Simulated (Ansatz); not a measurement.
**BSiN (triplet): RPA-PBE over vertical spin and charge gaps, cc-pVTZ**

How well do these functionals follow the top wave-function level for BSiN (triplet) over vertical spin and charge gaps?

Program: Ansatz 0.2.0, Gaussian basis. Level of theory: cc-pVTZ, all electrons in the functionals, frozen cores in the correlation of double hybrids and RPA. These are calculated values, not measurements.

The runs, in order: RPA-PBE, at charge 0, triplet; charge 0, singlet; charge 0, quintet; charge 1, doublet; charge 1, quartet.

5 further runs of the same task are left out: 5 set aside as unsound or not needed.

## Step 1: What is computed

The geometry is a PBE0/def2-TZVP stationary point (not a proven minimum).

3 atoms, charge 0, spin multiplicity 3.

Atoms are counted from 1 here; the program's logs count them from 0.

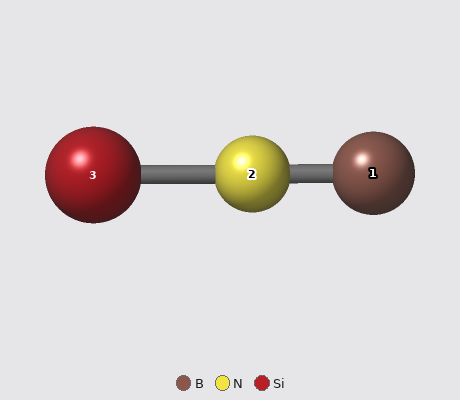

The geometry (boron brown, nitrogen yellow, silicon red); atoms are numbered from 1 in the order of the file.

No dispersion term is added.

The geometry shown and the zero of energy belong to the point charge 0, triplet. The yardstick, UCCSDT(Q), and other wave-function levels (R restricted, U unrestricted, valence and pair active spaces) come from earlier runs.

## Step 2: RPA-PBE, charge 0, triplet

in.yaml reads:

```yaml
crystal:
  periodic: [false, false, false]
  atoms:
    - {symbol: B, position_ang: [0.000000, 0.000000, -1.407767]}
    - {symbol: N, position_ang: [0.000000, 0.000000, -0.133267]}
    - {symbol: Si, position_ang: [0.000000, 0.000000, 1.541033]}
basis:
  gaussian: {orbitals: cc-pVTZ}
magnetization: {spin_polarized: true, initial_magnetization: 2}
hamiltonian: {xc: {name: PBE}}
correlation: {method: rpa, electrons: outside_noble_gas}
```

On the command line:

```bash
ansatz run in.yaml --threads 2 --pin off --events-out ev --progress --plain --max-ram 24576MiB --backend cuda --devices 0, --max-vram 18GiB
```

The log of the run:

```text
Functional definition: PBE
  name "PBE"
  cite "Perdew, Burke & Ernzerhof, Phys. Rev. Lett. 77, 3865 (1996) doi:10.1103/PhysRevLett.77.3865"
  parent pbe
  parameter kappa = 0.804
  parameter beta = 0.06672455060314922
  exchange = pbe_x(kappa = kappa, mu = beta*pi^2/3)
  correlation = pbe_c(beta = beta)
576 factors; integrals over basis functions are off by at most 1.5e-3 eV
mean field evaluation 1: about -10021.9292 eV, gradient 5.6e1 eV
mean field evaluation 2: about -10021.9288 eV, gradient 5.6e1 eV
mean field evaluation 4: about -10015.3609 eV, gradient 4.3e1 eV
mean field evaluation 8: about -10034.5496 eV, gradient 4.7e-1 eV
mean field evaluation 16: about -10034.4452 eV, gradient 2.8e0 eV
mean field evaluation 32: about -9988.9847 eV, gradient 3.2e1 eV
mean field -10034.55521761 eV, -368.7631025813 hartree, gradient 2.4e-6 eV, S^2 2.020079; 1 other end points of the search recorded, 0 dependent functions left out
7 core orbitals not correlated: weight in the atoms' cores, before any rotation towards them, 1.000 or more for the frozen orbitals, at most 0.000 for the correlated occupied ones
reference -10013.52053646 eV, -367.9900923069 hartree; 7, 5 occupied and 80, 82 virtual orbitals, 576 factors
Total energy: -10029.05725380 eV, -368.5610561381 hartree
```

It took 16 s on 1 × H100 (card shared with other runs) with 2 threads of AMD EPYC 7R13, shared host; peak host memory 0.87 GiB.

From the report: ⟨S²⟩ of the determinant 2.020 (pure triplet: 2.00).

## Step 3: RPA-PBE, charge 0, singlet

Edit in.yaml of step 2 so:

```diff
@@ -8,3 +8,2 @@
   gaussian: {orbitals: cc-pVTZ}
-magnetization: {spin_polarized: true, initial_magnetization: 2}
 hamiltonian: {xc: {name: PBE}}
```

On the command line:

```bash
ansatz run in.yaml --threads 1 --pin off --events-out ev --progress --plain --max-ram 4096MiB --backend cpu
```

The log of the run:

```text
Functional definition: PBE
  name "PBE"
  cite "Perdew, Burke & Ernzerhof, Phys. Rev. Lett. 77, 3865 (1996) doi:10.1103/PhysRevLett.77.3865"
  parent pbe
  parameter kappa = 0.804
  parameter beta = 0.06672455060314922
  exchange = pbe_x(kappa = kappa, mu = beta*pi^2/3)
  correlation = pbe_c(beta = beta)
576 factors; integrals over basis functions are off by at most 1.5e-3 eV
mean field evaluation 1: about -10020.8985 eV, gradient 8.0e1 eV
mean field evaluation 2: about -10020.8980 eV, gradient 8.0e1 eV
mean field evaluation 4: about -10031.5369 eV, gradient 3.0e1 eV
mean field evaluation 8: about -10017.9636 eV, gradient 4.4e1 eV
mean field evaluation 16: about -10035.1601 eV, gradient 1.4e-2 eV
mean field evaluation 32: about -10029.7209 eV, gradient 1.0e-6 eV
mean field evaluation 64: about -10035.1583 eV, gradient 1.9e-1 eV
mean field evaluation 96: about -9982.7584 eV, gradient 4.4e1 eV
mean field -10035.16008390 eV, -368.7853310075 hartree, gradient 1.7e-6 eV, S^2 0.000000; 8 other end points of the search recorded, 0 dependent functions left out; unrestricted orbitals would lower it
7 core orbitals not correlated: weight in the atoms' cores, before any rotation towards them, 1.000 or more for the frozen orbitals, at most 0.000 for the correlated occupied ones
reference -10013.70253688 eV, -367.9967806988 hartree; 6, 6 occupied and 81, 81 virtual orbitals, 576 factors
Error: the energy between an occupied orbital and the lowest state that it is excited into in its spin channel is -0.0746 eV and must be positive: a state without a gap has no random-phase energy
```

It took 5 s on 1 thread of AMD EPYC 7R13, shared host.

The run stopped with an error; it gives no energy for the table.

## Step 4: RPA-PBE, charge 0, quintet

Edit in.yaml of step 3 so:

```diff
@@ -8,2 +8,3 @@
   gaussian: {orbitals: cc-pVTZ}
+magnetization: {spin_polarized: true, initial_magnetization: 4}
 hamiltonian: {xc: {name: PBE}}
```

On the command line:

```bash
ansatz run in.yaml --threads 2 --pin off --events-out ev --progress --plain --max-ram 24576MiB --backend cuda --devices 0, --max-vram 18GiB
```

The log of the run, shortened:

```text
Functional definition: PBE
  name "PBE"
  cite "Perdew, Burke & Ernzerhof, Phys. Rev. Lett. 77, 3865 (1996) doi:10.1103/PhysRevLett.77.3865"
  parent pbe
[...]
576 factors; integrals over basis functions are off by at most 1.5e-3 eV
[...]
mean field -10031.49917496 eV, -368.6507950855 hartree, gradient 3.9e-6 eV, S^2 6.024642; 3 other end points of the search recorded, 0 dependent functions left out
7 core orbitals not correlated: weight in the atoms' cores, before any rotation towards them, 1.000 or more for the frozen orbitals, at most 0.000 for the correlated occupied ones
reference -10011.30810264 eV, -367.9087868635 hartree; 8, 4 occupied and 79, 83 virtual orbitals, 576 factors
Total energy: -10025.88526004 eV, -368.4444875175 hartree
```

It took 16 s on 1 × H100 (card shared with other runs) with 2 threads of AMD EPYC 7R13, shared host; peak host memory 0.87 GiB.

From the report: ⟨S²⟩ of the determinant 6.025 (pure quintet: 6.00).

From charge 0, triplet: +73.1 kcal/mol.

## Step 5: RPA-PBE, charge 1, doublet

Edit in.yaml of step 4 so:

```diff
@@ -8,3 +8,4 @@
   gaussian: {orbitals: cc-pVTZ}
-magnetization: {spin_polarized: true, initial_magnetization: 4}
+total_charge: 1
+magnetization: {spin_polarized: true, initial_magnetization: 1}
 hamiltonian: {xc: {name: PBE}}
```

The command is unchanged.

The log of the run, shortened:

```text
Functional definition: PBE
  name "PBE"
  cite "Perdew, Burke & Ernzerhof, Phys. Rev. Lett. 77, 3865 (1996) doi:10.1103/PhysRevLett.77.3865"
  parent pbe
[...]
576 factors; integrals over basis functions are off by at most 1.5e-3 eV
[...]
mean field -10027.69994829 eV, -368.5111760804 hartree, gradient 7.1e-7 eV, S^2 0.759909; 0 other end points of the search recorded, 0 dependent functions left out
7 core orbitals not correlated: weight in the atoms' cores, before any rotation towards them, 1.000 or more for the frozen orbitals, at most 0.000 for the correlated occupied ones
reference -10007.52165559 eV, -367.7696375011 hartree; 6, 5 occupied and 81, 82 virtual orbitals, 576 factors
Total energy: -10022.15705819 eV, -368.3074786265 hartree
```

Wall time 14 s (1 × H100 (card shared with other runs) with 2 threads of AMD EPYC 7R13, shared host); peak host memory 0.87 GiB.

From the report: ⟨S²⟩ of the determinant 0.760 (pure doublet: 0.75).

From charge 0, triplet: +159.1 kcal/mol.

## Step 6: RPA-PBE, charge 1, quartet

Edit in.yaml of step 5 so:

```diff
@@ -9,3 +9,3 @@
 total_charge: 1
-magnetization: {spin_polarized: true, initial_magnetization: 1}
+magnetization: {spin_polarized: true, initial_magnetization: 3}
 hamiltonian: {xc: {name: PBE}}
```

Same command.

The log of the run, shortened:

```text
Functional definition: PBE
  name "PBE"
  cite "Perdew, Burke & Ernzerhof, Phys. Rev. Lett. 77, 3865 (1996) doi:10.1103/PhysRevLett.77.3865"
  parent pbe
[...]
576 factors; integrals over basis functions are off by at most 1.5e-3 eV
[...]
mean field -10023.86847024 eV, -368.3703718592 hartree, gradient 1.9e-6 eV, S^2 3.766232; 12 other end points of the search recorded, 0 dependent functions left out
7 core orbitals not correlated: weight in the atoms' cores, before any rotation towards them, 1.000 or more for the frozen orbitals, at most 0.000 for the correlated occupied ones
reference -10004.16649135 eV, -367.6463374895 hartree; 7, 4 occupied and 80, 83 virtual orbitals, 576 factors
Total energy: -10018.20738456 eV, -368.1623307979 hartree
```

Wall time 13 s (1 × H100 (card shared with other runs) with 2 threads of AMD EPYC 7R13, shared host); peak host memory 0.86 GiB.

From the report: ⟨S²⟩ of the determinant 3.766 (pure quartet: 3.75).

From charge 0, triplet: +250.2 kcal/mol.

## Step 7: Against the wave-function levels

The yardstick is UCCSDT(Q), where the cluster series has nearly closed. It comes from earlier runs at the same points. Energies in kcal/mol, counted from charge 0, triplet; blanks weren't run or aren't comparable.

```csv
level,triplet to quintet,ionisation to the doublet cation,ionisation to the quartet cation
UCCSDT(Q),70.2,154.0,246.4
RPA-PBE,73.1,159.1,250.2
```

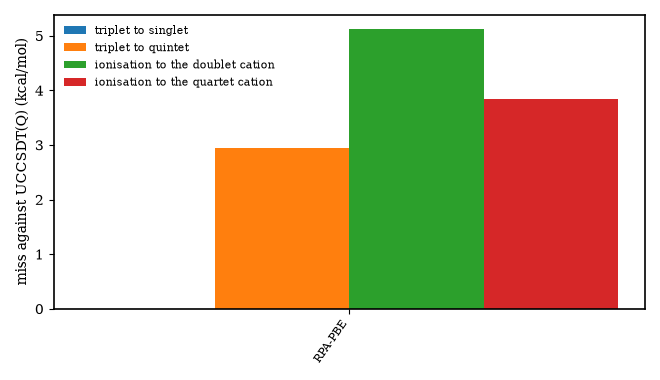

Misses of the gaps against UCCSDT(Q).

Largest miss and mean time a point (UCCSDT(Q) took 45 s a point; shared hosts):

```csv
level,largest miss (kcal/mol),where,time a point
RPA-PBE,+5.1,ionisation to the doublet cation,13 s
```

## Step 8: What came out

```
                                   quantity                                             value
              triplet to quintet, UCCSDT(Q)                                     70.2 kcal/mol
ionisation to the doublet cation, UCCSDT(Q)                                    154.0 kcal/mol
ionisation to the quartet cation, UCCSDT(Q)                                    246.4 kcal/mol
                      largest miss, RPA-PBE  +5.1 kcal/mol (ionisation to the doublet cation)
```

**Reading.** Misses are known at 3 of 4 points at best, and only functionals with that many are ranked. RPA-PBE strays by up to 5.1 kcal/mol, at ionisation to the doublet cation. Functionals and the yardstick converge differently with the basis, so part of each miss in cc-pVTZ is the basis.
